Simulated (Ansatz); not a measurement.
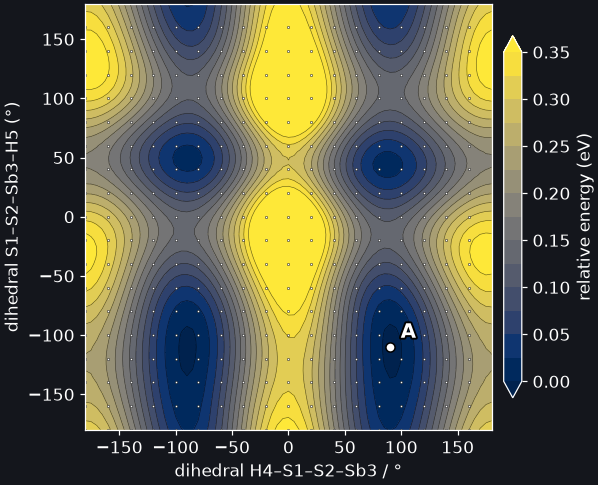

H3S2Sb, SMILES S[S][SbH2]. The first coordinate is: dihedral H4–S1–S2–Sb3; the second: dihedral S1–S2–Sb3–H5. Nothing is relaxed (all other coordinates rigid). Grid: 18 × 18 points. Points are written as (first, second). Energies are in eV, from the lowest grid point. Method: RHF/def2-TZVP in Ansatz 0.2.0.

Drawn: filled contours, dots at the grid points, one colour for all values above the top of the scale, the point A. Between grid points the surface is interpolated.

What is the easiest way out of the well at A, and how high is the barrier?

Answer. The easiest path leads from the well at about (90°, −110°) to the well at about (90°, 45°), about 0.02 eV higher (on a rigid scan; wells that are mirror images or exchange like atoms can differ by this much). Its highest point lies about 0.14 eV above the bottom of the first well on the interpolated surface, at about (85°, −15°). Seen from the upper well the barrier is about 0.12 eV. The start is the relaxed structure and all else is held, so a fully relaxed path at this level can only be lower.

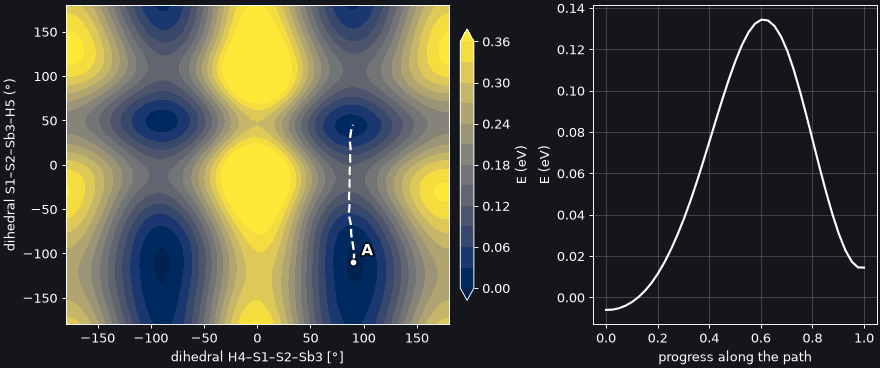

Drawn: filled contours, a line along the lowest path, one colour for all values above the top of the scale, the energy along the path at the right. Between grid points the surface is interpolated.
